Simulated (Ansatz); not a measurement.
Input file:

```
crystal:
  periodic: [false, false, false]
  atoms:
    - { symbol: Al, position_ang: [-1.0144, 1.4656, -0.6044] }
    - { symbol: O, position_ang: [0.0811, -0.2404, 0.1908] }
    - { symbol: C, position_ang: [0.4559, -1.407, 0.8694] }
    - { symbol: H, position_ang: [-2.2216, 1.0777, -1.4639] }
    - { symbol: H, position_ang: [-1.0779, 2.6012, 0.4188] }
    - { symbol: H, position_ang: [0.8997, 0.2313, -0.6593] }
    - { symbol: Cl, position_ang: [1.2361, 1.4163, -1.9085] }
    - { symbol: H, position_ang: [0.6915, -2.2016, 0.157] }
    - { symbol: H, position_ang: [1.3263, -1.216, 1.5034] }
    - { symbol: H, position_ang: [-0.3767, -1.7271, 1.4968] }
basis:
  gaussian: { orbitals: def2-SVP }
hamiltonian:
  xc: r2scan
relax:
  f_tol: 0.15
  max_steps: 25
  restrain:
    - { distance: [0, 6], at: 2.23, k: 30.0 }
    - { distance: [5, 1], at: 0.97, k: 30.0 }
    - { distance: [0, 1], at: 3.17, k: 30.0 }
    - { distance: [5, 6], at: 2.63, k: 30.0 }
output:
  orbitals: {}
```

Run with:

```sh
ansatz run input.yaml --threads 2 --pin off --max-ram 3072MiB --backend cpu --events-out ev --progress --plain --runs-dir out
```

The fields are those of the run's last geometry, not of the input's.

Not at a stationary point (largest force 1.1 eV/Å).

Method: RKS r2SCAN/def2-SVP in Ansatz 0.2.0.

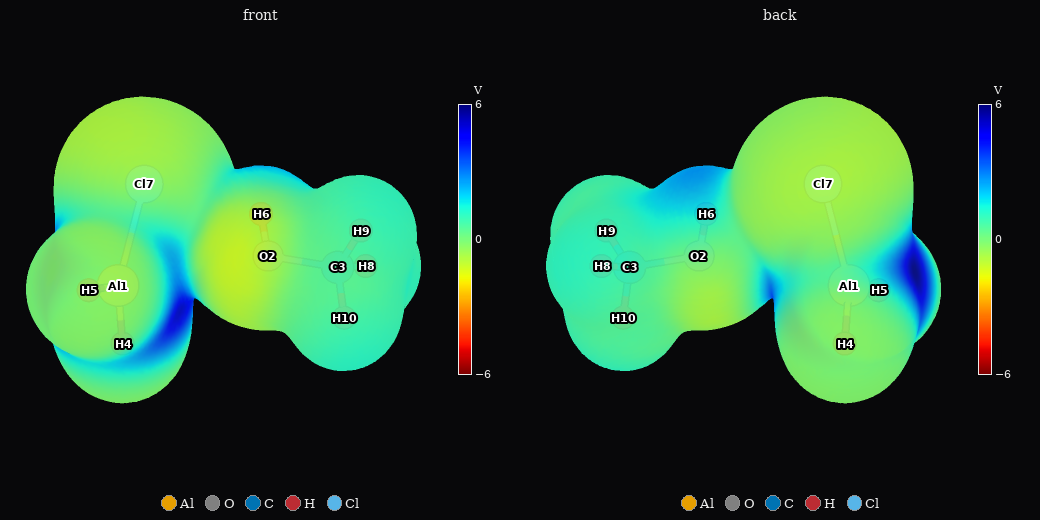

AlClH2···CH4O. The electrostatic potential painted on the density surface at 0.004 e/bohr³, seen from the front and from behind; the colour scale runs from red (negative) to blue (positive).

### Describe the electrostatic potential map.

The most negative region (about −1.3 V) lies over O2, the most positive (about +5.1 V) over Al1. O2 is the likeliest acceptor of a hydrogen bond.
